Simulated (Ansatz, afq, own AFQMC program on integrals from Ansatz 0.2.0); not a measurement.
# SiGeH (quartet): AFQMC on the coupled-cluster ladder at angle Si1–Ge2–H3 = 155.9°, cc-pVDZ

Aim: compute SiGeH (quartet) with auxiliary-field quantum Monte Carlo on the same integrals as coupled cluster, and set the energies side by side.

Program: Ansatz 0.2.0, Gaussian basis, and an in-house AFQMC program (afq) on its integrals; all values are calculated. Level of theory: cc-pVDZ, frozen cores. These are calculated values, not measurements.

The runs, in order: PBE (unrestricted); r2SCAN (unrestricted); PBE0 (unrestricted); B3LYP (unrestricted); wB97M-V (unrestricted); B2PLYP (unrestricted); CCSD(T) on UHF; CCSDT(Q) on UHF; Phaseless AFQMC, CISD trial on UHF.

3 further runs of the same task are left out: 3 that didn't finish.

### Step 1. What is computed

The geometry derives from a PBE0/def2-TZVP stationary point (not a proven minimum). One angle is set to the value named; bond lengths are kept. No spin-orbit coupling is included. The filled d shell of Ge may be among the frozen orbitals whatever the setting's name suggests; the logs give the count.

3 atoms, charge 0, spin multiplicity 4.

Atoms are counted from 1 here; the program's logs count them from 0.

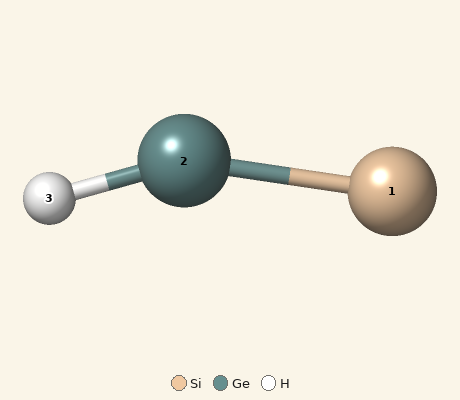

The geometry (silicon light orange, germanium teal, hydrogen white); atoms are numbered from 1 in the order of the file.

Coordinates:

```xyz
3

Si    0.0000   -1.0083    1.8328
Ge    0.0000   -0.0779   -0.3731
H     0.0000    1.0861   -1.4597
```

### Step 2. PBE (unrestricted)

in.yaml reads:

```yaml
crystal:
  periodic: [false, false, false]
  atoms:
    - {symbol: Si, position_ang: [0.000000, -1.008274, 1.832779]}
    - {symbol: Ge, position_ang: [0.000000, -0.077864, -0.373085]}
    - {symbol: H, position_ang: [0.000000, 1.086138, -1.459694]}
basis:
  gaussian: {orbitals: cc-pVDZ}
magnetization: {spin_polarized: true, initial_magnetization: 3}
hamiltonian: {xc: {name: PBE}}
output: {orbitals: {seedname: orbitals}}
```

The run is started by

```bash
$ ansatz run in.yaml --threads 1 --pin off --events-out ev --progress --plain --max-ram 1382MiB
```

Standard output:

```text
Functional definition: PBE
  name "PBE"
  cite "Perdew, Burke & Ernzerhof, Phys. Rev. Lett. 77, 3865 (1996) doi:10.1103/PhysRevLett.77.3865"
  parent pbe
  parameter kappa = 0.804
  parameter beta = 0.06672455060314922
  exchange = pbe_x(kappa = kappa, mu = beta*pi^2/3)
  correlation = pbe_c(beta = beta)
556 factors; integrals over basis functions are off by at most 1.3e-3 eV
mean field evaluation 1: about -64394.2043 eV, gradient 7.1e0 eV
mean field evaluation 2: about -64394.4937 eV, gradient 4.8e0 eV
mean field evaluation 4: about -64394.7028 eV, gradient 1.3e0 eV
mean field evaluation 8: about -64394.7193 eV, gradient 1.8e-2 eV
mean field evaluation 16: about -64394.2563 eV, gradient 2.7e0 eV
mean field evaluation 32: about -64392.7293 eV, gradient 4.6e0 eV
mean field -64394.71934559 eV, -2366.4622876420 hartree, gradient 1.3e-5 eV, S^2 3.754998; 4 other end points of the search recorded, 0 dependent functions left out
reference -64394.71937776 eV, -2366.4622888243 hartree; 25, 22 occupied and 25, 28 virtual orbitals, 556 factors
Total energy: -64394.71937776 eV, -2366.4622888243 hartree
```

It took 2.6 s on 1 thread of Arm Neoverse V2, shared host.

From the report: ⟨S²⟩ of the determinant 3.755 (pure quartet: 3.75).

### Step 3. r2SCAN (unrestricted)

in.yaml, as its differences from that of step 2:

```diff
@@ -9,3 +9,2 @@
 magnetization: {spin_polarized: true, initial_magnetization: 3}
-hamiltonian: {xc: {name: PBE}}
-output: {orbitals: {seedname: orbitals}}
+hamiltonian: {xc: {name: r2SCAN}}
```

Same command.

Standard output (excerpt; [...] marks lines left out):

```text
Functional definition: r2SCAN
  name "r2SCAN"
  cite "Furness, Kaplan, Ning, Perdew & Sun, J. Phys. Chem. Lett. 11, 8208 (2020) doi:10.1021/acs.jpclett.0c02405"
  cite "Furness, Kaplan, Ning, Perdew & Sun, J. Phys. Chem. Lett. 11, 9248 (2020) doi:10.1021/acs.jpclett.0c03077"
  parent r2scan
[...]
556 factors; integrals over basis functions are off by at most 1.3e-3 eV
[...]
mean field -64406.17027486 eV, -2366.8831015308 hartree, gradient 2.3e-6 eV, S^2 3.762478; 4 other end points of the search recorded, 0 dependent functions left out
reference -64406.17028499 eV, -2366.8831019031 hartree; 25, 22 occupied and 25, 28 virtual orbitals, 556 factors
Total energy: -64406.17028499 eV, -2366.8831019031 hartree
```

Wall time 7 s (1 thread of Arm Neoverse V2, shared host).

From the report: ⟨S²⟩ of the determinant 3.762 (pure quartet: 3.75).

### Step 4. PBE0 (unrestricted)

in.yaml, as its differences from that of step 3:

```diff
@@ -9,2 +9,3 @@
 magnetization: {spin_polarized: true, initial_magnetization: 3}
-hamiltonian: {xc: {name: r2SCAN}}
+hamiltonian: {xc: {name: PBE0}}
+output: {orbitals: {seedname: orbitals}}
```

The command is unchanged.

Standard output (excerpt; [...] marks lines left out):

```text
Functional definition: PBE0
  name "PBE0"
  cite "Adamo & Barone, J. Chem. Phys. 110, 6158 (1999) doi:10.1063/1.478522"
  cite "Perdew, Burke & Ernzerhof, Phys. Rev. Lett. 77, 3865 (1996) doi:10.1103/PhysRevLett.77.3865"
  parent pbe
[...]
556 factors; integrals over basis functions are off by at most 1.3e-3 eV
[...]
mean field -64396.83233454 eV, -2366.5399385538 hartree, gradient 1.5e-5 eV, S^2 3.757121; 1 other end points of the search recorded, 0 dependent functions left out
reference -64396.83235865 eV, -2366.5399394398 hartree; 25, 22 occupied and 25, 28 virtual orbitals, 556 factors
Total energy: -64396.83235865 eV, -2366.5399394398 hartree
```

Wall time 2.4 s (1 thread of Arm Neoverse V2, shared host).

From the report: ⟨S²⟩ of the determinant 3.757 (pure quartet: 3.75).

### Step 5. B3LYP (unrestricted)

in.yaml, as its differences from that of step 4:

```diff
@@ -9,3 +9,2 @@
 magnetization: {spin_polarized: true, initial_magnetization: 3}
-hamiltonian: {xc: {name: PBE0}}
-output: {orbitals: {seedname: orbitals}}
+hamiltonian: {xc: {name: B3LYP}}
```

The command is unchanged.

Standard output (excerpt; [...] marks lines left out):

```text
Functional definition: B3LYP
  name "B3LYP"
  cite "Stephens, Devlin, Chabalowski & Frisch, J. Phys. Chem. 98, 11623 (1994) doi:10.1021/j100096a001"
  cite "Becke, Phys. Rev. A 38, 3098 (1988) doi:10.1103/PhysRevA.38.3098"
  cite "Lee, Yang & Parr, Phys. Rev. B 37, 785 (1988) doi:10.1103/PhysRevB.37.785"
  cite "Vosko, Wilk & Nusair, Can. J. Phys. 58, 1200 (1980) doi:10.1139/p80-159"
[...]
556 factors; integrals over basis functions are off by at most 1.3e-3 eV
[...]
mean field -64408.99247016 eV, -2366.9868152953 hartree, gradient 1.1e-5 eV, S^2 3.754079; 4 other end points of the search recorded, 0 dependent functions left out
reference -64408.99267470 eV, -2366.9868228119 hartree; 25, 22 occupied and 25, 28 virtual orbitals, 556 factors
Total energy: -64408.99267470 eV, -2366.9868228119 hartree
```

Run time: 3.7 s. Hardware: 1 thread of Arm Neoverse V2, shared host.

From the report: ⟨S²⟩ of the determinant 3.754 (pure quartet: 3.75).

### Step 6. wB97M-V (unrestricted)

in.yaml, as its differences from that of step 5:

```diff
@@ -9,2 +9,3 @@
 magnetization: {spin_polarized: true, initial_magnetization: 3}
-hamiltonian: {xc: {name: B3LYP}}
+hamiltonian: {xc: {name: wB97M-V}}
+output: {orbitals: {seedname: orbitals}}
```

Same command.

Standard output (excerpt; [...] marks lines left out):

```text
Functional definition: wB97M-V
  name "wB97M-V"
  cite "Mardirossian & Head-Gordon, J. Chem. Phys. 144, 214110 (2016) doi:10.1063/1.4952647"
  cite "Becke, J. Chem. Phys. 107, 8554 (1997) doi:10.1063/1.475007"
  cite "Vydrov & Van Voorhis, J. Chem. Phys. 133, 244103 (2010) doi:10.1063/1.3521275"
  # Of w^i u^j: cxij and so on, Table III.
[...]
  gx(w, u) = 1 - cx + cx01*u + cx10*w
  gss(w, u) = css00 + css04*u^4 + css10*w + css20*w^2 + css43*w^4*u^3
  gos(w, u) = cos00 + cos10*w + (cos20 + cos21*u)*w^2 + (cos60 + cos61*u)*w^6
[...]
      + integral(e_c_pw_mod_opposite_spin*gos(b97_w_opposite, b97_u_opposite)) + vv10(b, c)
556 factors; integrals over basis functions are off by at most 1.3e-3 eV
164 factors; integrals over basis functions are off by at most 7.8e-6 eV
[...]
mean field -64403.39185964 eV, -2366.7809966550 hartree, gradient 6.6e-6 eV, S^2 3.752458; 1 other end points of the search recorded, 0 dependent functions left out
reference -64403.39188988 eV, -2366.7809977662 hartree; 25, 22 occupied and 25, 28 virtual orbitals, 556 factors
Total energy: -64403.39188988 eV, -2366.7809977662 hartree
```

It took 12 s on 1 thread of Arm Neoverse V2, shared host.

From the report: ⟨S²⟩ of the determinant 3.752 (pure quartet: 3.75).

### Step 7. B2PLYP (unrestricted)

in.yaml, as its differences from that of step 6:

```diff
@@ -9,3 +9,3 @@
 magnetization: {spin_polarized: true, initial_magnetization: 3}
-hamiltonian: {xc: {name: wB97M-V}}
-output: {orbitals: {seedname: orbitals}}
+hamiltonian: {xc: {name: B2PLYP}}
+correlation: {electrons: outside_noble_gas}
```

Same command.

Standard output (excerpt; [...] marks lines left out):

```text
Functional definition: B2PLYP
  name "B2PLYP"
  cite "Grimme, J. Chem. Phys. 124, 034108 (2006) doi:10.1063/1.2148954"
  cite "Becke, Phys. Rev. A 38, 3098 (1988) doi:10.1103/PhysRevA.38.3098"
  cite "Lee, Yang & Parr, Phys. Rev. B 37, 785 (1988) doi:10.1103/PhysRevB.37.785"
[...]
556 factors; integrals over basis functions are off by at most 1.3e-3 eV
[...]
mean field -64391.12198487 eV, -2366.3300870739 hartree, gradient 1.9e-6 eV, S^2 3.759237; 2 other end points of the search recorded, 0 dependent functions left out
19 core orbitals not correlated: weight in the atoms' cores, before any rotation towards them, 0.999 or more for the frozen orbitals, at most 0.000 for the correlated occupied ones
reference -64391.12211456 eV, -2366.3300918399 hartree; 6, 3 occupied and 25, 28 virtual orbitals, 556 factors
second order -4.50335527 eV of doubles, -0.00000000 eV of singles
Total energy: -64392.33802048 eV, -2366.3747755584 hartree
```

Wall time 2.3 s (1 thread of Arm Neoverse V2, shared host).

From the report: ⟨S²⟩ of the determinant 3.759 (pure quartet: 3.75).

### Step 8. CCSD(T) on UHF

in.yaml, as its differences from that of step 7:

```diff
@@ -9,3 +9,2 @@
 magnetization: {spin_polarized: true, initial_magnetization: 3}
-hamiltonian: {xc: {name: B2PLYP}}
-correlation: {electrons: outside_noble_gas}
+correlation: {method: ccsd_t, electrons: outside_noble_gas, hamiltonian_folder: ham}
```

Launched as before.

Standard output (excerpt; [...] marks lines left out):

```text
Functional definition: HF
  name "HF"
  cite "Fock, Z. Phys. 61, 126 (1930) doi:10.1007/BF01340294"
  parent pbe
[...]
556 factors; integrals over basis functions are off by at most 1.3e-3 eV
[...]
mean field -64347.80477971 eV, -2364.7382091456 hartree, gradient 3.0e-6 eV, S^2 3.781747; 20 other end points of the search recorded, 0 dependent functions left out
determinant -64347.80477971 eV, -2364.7382091456 hartree, with singles and doubles -64352.12544821 eV, -2364.8969907845 hartree
determinant -64347.55001093 eV, -2364.7288465659 hartree, with singles and doubles -64351.77068373 eV, -2364.8839534303 hartree
determinant -64345.67870311 eV, -2364.6600772718 hartree, with singles and doubles -64349.99136538 eV, -2364.8185646871 hartree
determinant -64345.62873244 eV, -2364.6582408836 hartree, with singles and doubles -64350.12073557 eV, -2364.8233189539 hartree
[...]
determinant -64344.89945071 eV, -2364.6314402743 hartree, with singles and doubles -64349.57932667 eV, -2364.8034225435 hartree
determinant -64344.76696733 eV, -2364.6265716000 hartree, with singles and doubles -64349.42267773 eV, -2364.7976658014 hartree
determinant -64347.80477971 eV, -2364.7382091456 hartree, with singles and doubles -64352.12601332 eV, -2364.8970115520 hartree
determinant -64347.55001093 eV, -2364.7288465659 hartree, with singles and doubles -64351.77332432 eV, -2364.8840504703 hartree
19 core orbitals not correlated: weight in the atoms' cores, before any rotation towards them, 1.000 or more for the frozen orbitals, at most 0.000 for the correlated occupied ones
reference -64347.80477971 eV, -2364.7382091456 hartree; 6, 3 occupied and 25, 28 virtual orbitals, 556 factors
second order -3.35766806 eV of doubles, -0.00000000 eV of singles
cycle   1  -4.32123863 eV  change   -5.0e-6 eV  update   4.1e-6
perturbative correction -0.16802803 eV, -0.0061749161 hartree
Total energy: -64352.29404636 eV, -2364.9031866521 hartree
```

Wall time 8.5 s (1 thread of Arm Neoverse V2, shared host).

From the report: ⟨S²⟩ of the determinant 3.782 (pure quartet: 3.75); correlation -4.4893 eV; T1 0.032; largest double amplitude 0.06.

This run also writes the integrals to the folder ham.

### Step 9. CCSDT(Q) on UHF

in.yaml, as its differences from that of step 8:

```diff
@@ -9,2 +9,2 @@
 magnetization: {spin_polarized: true, initial_magnetization: 3}
-correlation: {method: ccsd_t, electrons: outside_noble_gas, hamiltonian_folder: ham}
+correlation: {method: ccsdt_q, electrons: outside_noble_gas}
```

Same command.

Standard output (excerpt; [...] marks lines left out):

```text
Functional definition: HF
  name "HF"
  cite "Fock, Z. Phys. 61, 126 (1930) doi:10.1007/BF01340294"
  parent pbe
[...]
957 factors; integrals over basis functions are off by at most 1.8e-7 eV
[...]
mean field -64347.80484881 eV, -2364.7382116850 hartree, gradient 2.9e-6 eV, S^2 3.781748; 20 other end points of the search recorded, 0 dependent functions left out
determinant -64347.80484881 eV, -2364.7382116850 hartree, with singles and doubles -64352.12552362 eV, -2364.8969935558 hartree
determinant -64347.55007757 eV, -2364.7288490147 hartree, with singles and doubles -64351.77075540 eV, -2364.8839560641 hartree
determinant -64345.67877489 eV, -2364.6600799095 hartree, with singles and doubles -64349.99143926 eV, -2364.8185674021 hartree
determinant -64345.62880659 eV, -2364.6582436085 hartree, with singles and doubles -64350.12076629 eV, -2364.8233200828 hartree
[...]
determinant -64344.76703425 eV, -2364.6265740592 hartree, with singles and doubles -64349.42275166 eV, -2364.7976685183 hartree
determinant -64347.80484881 eV, -2364.7382116850 hartree, with singles and doubles -64352.12608829 eV, -2364.8970143069 hartree
determinant -64347.55007757 eV, -2364.7288490147 hartree, with singles and doubles -64351.77339630 eV, -2364.8840531152 hartree
19 core orbitals not correlated: weight in the atoms' cores, before any rotation towards them, 1.000 or more for the frozen orbitals, at most 0.000 for the correlated occupied ones
reference -64347.80484881 eV, -2364.7382116850 hartree; 6, 3 occupied and 25, 28 virtual orbitals, 957 factors
second order -3.35768500 eV of doubles, -0.00000000 eV of singles
cycle   1  -3.99583002 eV  change   -6.4e-1 eV  update   9.0e-2
[...]
cycle  22  -4.53453596 eV  change    2.2e-7 eV  update   4.3e-7
perturbative correction -0.01137655 eV, -0.0004180805 hartree
Total energy: -64352.35076131 eV, -2364.9052708883 hartree
```

It took 19 s on 1 thread of Arm Neoverse V2, shared host.

From the report: ⟨S²⟩ of the determinant 3.782 (pure quartet: 3.75); correlation -4.5459 eV; T1 0.035; largest double amplitude 0.08.

### Step 10. Phaseless AFQMC, CISD trial on UHF

It reads the integrals that the CCSD(T) run on this determinant wrote.

The run is started by

```bash
$ afq ham --method phaseless --trial cisd --walkers 60 --populations 1 --least-time 40 --time-step 0.005 --steps-per-block 50 --equilibration-blocks 28 --max-blocks 300 --target-error 0.00036 --factor-cut 1e-05 --start spin_pure --seed 8248 --release-times 0.24,0.51,0.99,1.62,2.4 --release-step 0.03 --release-every 4 --taylor-order 6
```

Standard output:

```text
orbitals 31  electrons 6 3  factors 231 of 556
reference energy -2364.73820915 Eh
CCSD correlation -0.15880267 Eh in 16 cycles, weight of the determinant in the CISD state 0.8605
energy of the start -2364.896203 Eh
 block  time / (1/Eh)  mean weight  energy / Eh
     1     0.250  1.0002  -2364.894789
     2     0.500  1.0001  -2364.895625
     3     0.750  1.0012  -2364.896291
     4     1.000  1.0004  -2364.898144
     5     1.250  1.0010  -2364.898401
     6     1.500  0.9986  -2364.899254
     7     1.750  1.0007  -2364.899114
     8     2.000  0.9994  -2364.899473
     9     2.250  0.9988  -2364.899955
    10     2.500  0.9996  -2364.899811
    13     3.250  0.9990  -2364.907453
    19     4.750  0.9998  -2364.901664
    25     6.250  0.9994  -2364.907146
    31     7.750  0.9992  -2364.905873
    37     9.250  0.9998  -2364.906183
    43    10.750  1.0012  -2364.903288
    49    12.250  0.9997  -2364.901266
    55    13.750  1.0007  -2364.903778
    61    15.250  1.0008  -2364.900360
    67    16.750  1.0001  -2364.905075
    73    18.250  0.9984  -2364.901270
    79    19.750  0.9994  -2364.903428
    85    21.250  1.0007  -2364.905645
    91    22.750  0.9998  -2364.901726
    97    24.250  1.0003  -2364.906020
   103    25.750  0.9995  -2364.900955
   109    27.250  0.9999  -2364.902219
   115    28.750  1.0001  -2364.903856
   121    30.250  1.0002  -2364.900600
   127    31.750  1.0007  -2364.901035
   133    33.250  1.0014  -2364.906580
   139    34.750  0.9999  -2364.910587
   145    36.250  1.0002  -2364.903674
   151    37.750  1.0027  -2364.900550
   157    39.250  0.9998  -2364.903899
   163    40.750  1.0006  -2364.907734
   169    42.250  1.0003  -2364.904688
   175    43.750  0.9999  -2364.902514
   181    45.250  1.0010  -2364.911180
   187    46.750  0.9999  -2364.903046
   193    48.250  1.0009  -2364.905958
   199    49.750  0.9990  -2364.913999
   205    51.250  1.0002  -2364.903411
   211    52.750  0.9987  -2364.908398
   217    54.250  0.9992  -2364.902107
   223    55.750  1.0008  -2364.903675
   229    57.250  1.0014  -2364.905738
   235    58.750  0.9995  -2364.903905
   241    60.250  0.9952  -2364.903384
   247    61.750  1.0001  -2364.901530
blocks merged  error / Eh  count
     1  0.000201  220
     2  0.000240  110
     4  0.000297  55
     8  0.000354  27
    16  0.000379  13
released: time / (1/Eh)  energy / Eh  error  mean overlap
  0.24  -2364.904248  0.000394  1.0011
  0.51  -2364.904461  0.000404  0.9990
  0.99  -2364.905134  0.000339  0.9852
  1.62  -2364.905372  0.000470  0.9821
  2.40  -2364.905197  0.000508  0.9798
energy -2364.904253 +/- 0.000354 Eh
```

It took 2.7 min on 1 thread of Arm Neoverse V2, shared host.

Energy -64352.3231 ± 0.0096 eV. Caveats: constraint bias not in the error.

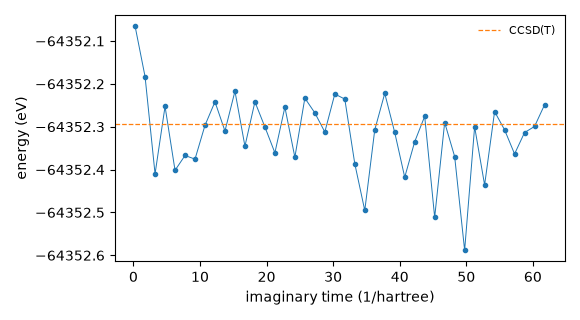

Block energies along the walk.

### Step 11. All levels side by side

On the UHF determinant, counted from CCSDT(Q) (a yardstick, not exact):

```csv
level,energy (eV),from CCSDT(Q) (kcal/mol),statistical error (kcal/mol),time
HF,-64347.8048,+104.83,,
MP2,-64351.1624,+27.40,,
CCSD,-64352.1260,+5.18,,
CCSD(T),-64352.2940,+1.31,,
CCSDT(Q),-64352.3508,0.00,,
"Phaseless AFQMC, CISD trial, step 0.005, 60 walkers",-64352.3231,+0.64,0.22,2.7 min
```

The functionals' totals stand on their own zeros and serve differences with other points: PBE -64394.719 eV; r2SCAN -64406.170 eV; PBE0 -64396.832 eV; B3LYP -64408.993 eV; wB97M-V -64403.392 eV; B2PLYP -64392.338 eV.

### Step 12. Summary of results

| quantity | value |
| --- | --- |
| CCSD(T) on UHF from CCSDT(Q) | +1.31 kcal/mol |
| Phaseless AFQMC, CISD trial on UHF from CCSDT(Q) | +0.64 ± 0.22 kcal/mol |

What this shows: On UHF the phaseless walk with the CISD trial lies +0.64 kcal/mol from CCSDT(Q), within three error bars. Error bars are statistical and leave out the constraint, the time step and what remains of the start.
